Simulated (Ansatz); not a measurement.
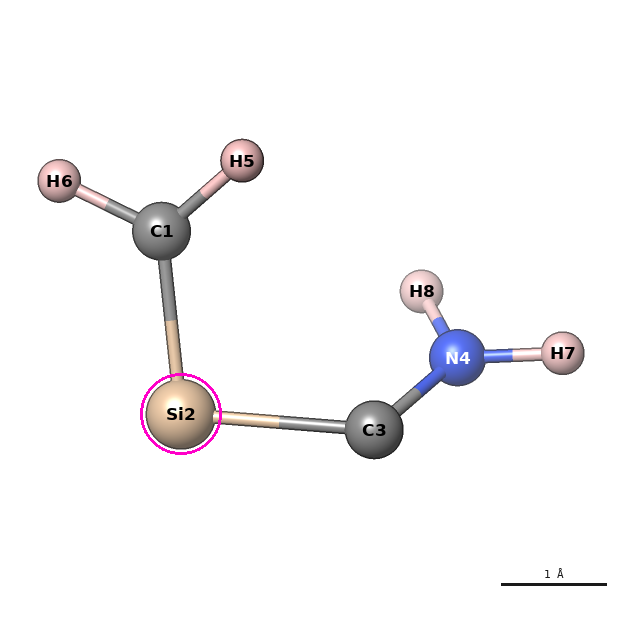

Orthographic view. Distant atoms are faded towards the background colour. Charge −1, singlet. The geometry was computed by an optimisation with PBE0-D4/def2-TZVPD. No frequency run is at hand to confirm it as a minimum.

### Which atoms are bonded to the circled atom?

The circled atom is Si2; it is bonded to C1, C3.

### What is the shortest path along bonds from the circled atom to H7?

Si2–C3–N4–H7, 3 bonds; through space the two are 3.70 Å apart.

### Which two atoms are farthest apart in space?

H6 and H7, 5.09 Å.

### Which atom is farthest from the viewer?

H8, 1.0 Å behind the mean position.
